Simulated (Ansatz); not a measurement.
# SiH (SMILES [SiH]): UCCSD(T)/3-21G

Aim: the vertical doublet–quartet gap of SiH at UCCSD(T)/3-21G, from 2 runs. 

Program for the calculation: Ansatz 0.2.0.

66 further runs of the same task are left out: 2 that didn't finish, 64 set aside as unsound or not needed.

## 1. The molecule

SiH has 2 atoms, charge 0, and is taken as a doublet. As SMILES, `[SiH]`. The coordinates come from a GFN2-xTB relaxation.

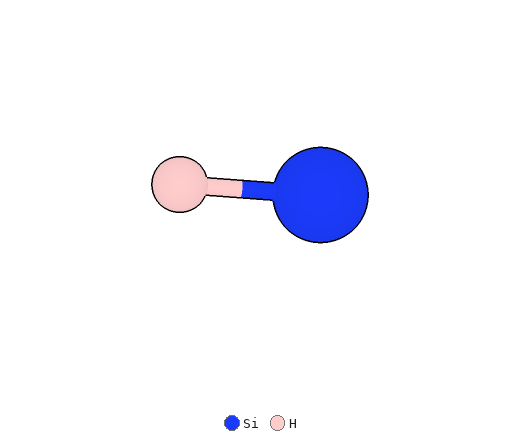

Viewed from a chosen angle; silicon blue, hydrogen pink.

## 2. A single-point energy at UCCSD(T)/3-21G

in.yaml

```yaml
crystal:
  periodic: [false, false, false]
  atoms:
    - {symbol: Si, position_ang: [0.000000, 0.000000, 0.000000]}
    - {symbol: H, position_ang: [0.000000, 0.000000, 1.516560]}
basis:
  gaussian:
    orbitals: 3-21G.json
magnetization:
  spin_polarized: true
  initial_magnetization: 1
correlation:
  method: ccsd_t
  frozen_orbitals: {H: 0, Si: 5}
accuracy: high
scf:
  omitted_lower_state_checks: [cluster_reference, increment]
```

The basis set 3-21G is read from a file made from the Basis Set Exchange's data (not shown).

Run with:

```
$ ansatz run in.yaml --threads 1 --pin off --max-ram 2610MiB --events-out events.jsonl --progress --plain --runs-dir runs
```

Standard output, cut to the lines that bear on the results:

```text
Warning: RAYON_NUM_THREADS=1 ignored (pool sized by the plan → 1); use --threads N
Functional definition: HF
  name "HF"
[...]
284 factors; integrals over basis functions are off by at most 2.9e-9 eV
[...]
mean field -7834.34966586 eV, -287.9070399074 hartree, gradient 2.3e-8 eV, S^2 0.753231; 4 other end points of the search recorded, 0 dependent functions left out
5 core orbitals not correlated: weight in the atoms' cores, before any rotation towards them, 1.000 or more for the frozen orbitals, at most 0.000 for the correlated occupied ones
reference -7834.34966586 eV, -287.9070399074 hartree; 3, 2 occupied and 7, 8 virtual orbitals, 284 factors
second order -0.82801043 eV of doubles, -0.00000000 eV of singles
cycle   1  -1.07796809 eV  change   -2.5e-1 eV  update   5.0e-2
[...]
cycle  22  -1.23159612 eV  change   1.2e-10 eV  update  1.6e-10
perturbative correction -0.00903419 eV, -0.0003320003 hartree
Total energy: -7835.59029617 eV, -287.9526322305 hartree
Checks for a lower state left out: cluster_reference, increment
```

It took 0.22 s on 1 thread of Arm Neoverse V2, shared host.

## 3. The quartet at the same level

in.yaml

```yaml
basis:
  gaussian: {orbitals: 3-21G.json}
crystal:
  periodic: [false, false, false]
  atoms:
    - {symbol: Si, position_ang: [0.000000, 0.000000, 0.000000]}
    - {symbol: H, position_ang: [0.000000, 0.000000, 1.516560]}
magnetization: {spin_polarized: true, initial_magnetization: 3}
accuracy: high
scf: {omitted_lower_state_checks: [cluster_reference, increment]}
correlation: {method: ccsd_t, frozen_orbitals: {H: 0, Si: 5}}
```

The basis set 3-21G is read from a file made from the Basis Set Exchange's data (not shown).

Run with:

```
$ ansatz run in.yaml --threads 1 --pin off --max-ram 2610MiB --events-out events.jsonl --progress --plain --runs-dir runs
```

Standard output, cut to the lines that bear on the results:

```text
Warning: RAYON_NUM_THREADS=1 ignored (pool sized by the plan → 1); use --threads N
[... 2 set-up lines as earlier in the session ...]
[...]
284 factors; integrals over basis functions are off by at most 2.9e-9 eV
[...]
mean field -7833.56442408 eV, -287.8781828044 hartree, gradient 9.8e-8 eV, S^2 3.750875; 0 other end points of the search recorded, 0 dependent functions left out
5 core orbitals not correlated: weight in the atoms' cores, before any rotation towards them, 1.000 or more for the frozen orbitals, at most 0.000 for the correlated occupied ones
reference -7833.56442408 eV, -287.8781828044 hartree; 4, 1 occupied and 6, 9 virtual orbitals, 284 factors
second order -0.58838904 eV of doubles, -0.00000000 eV of singles
cycle   1  -0.77107342 eV  change   -1.8e-1 eV  update   4.1e-2
[...]
cycle  17  -0.89101782 eV  change  -2.0e-10 eV  update  4.5e-10
perturbative correction -0.00555345 eV, -0.0002040854 hartree
Total energy: -7834.46099535 eV, -287.9111311909 hartree
Checks for a lower state left out: cluster_reference, increment
```

Run time: 0.18 s. Hardware: 1 thread of Arm Neoverse V2, shared host.

## 4. Summary of results

Level: UCCSD(T)/3-21G, 5 core orbitals frozen.

| quantity | value |
| --- | --- |
| doublet: total energy | -287.95263 Eh |
| doublet: correlation energy (5 core orbitals frozen) | -45.6 mEh |
| doublet: (T) correction | -0.33 mEh |
| doublet: ⟨S²⟩ of the reference determinant | 0.753 |
| doublet: T1 diagnostic | 0.009 |
| quartet: total energy | -287.91113 Eh |
| quartet: correlation energy (5 core orbitals frozen) | -32.9 mEh |
| quartet: (T) correction | -0.20 mEh |
| quartet: ⟨S²⟩ of the reference determinant | 3.751 |
| quartet: T1 diagnostic | 0.011 |
| vertical energy of the quartet above the doublet | 1.129 eV |

In words: At this shape the quartet lies 1.13 eV (109 kJ/mol) above the doublet. The triples (doublet) make up 0.7 % of the correlation energy. The triples (quartet) make up 0.6 % of the correlation energy.
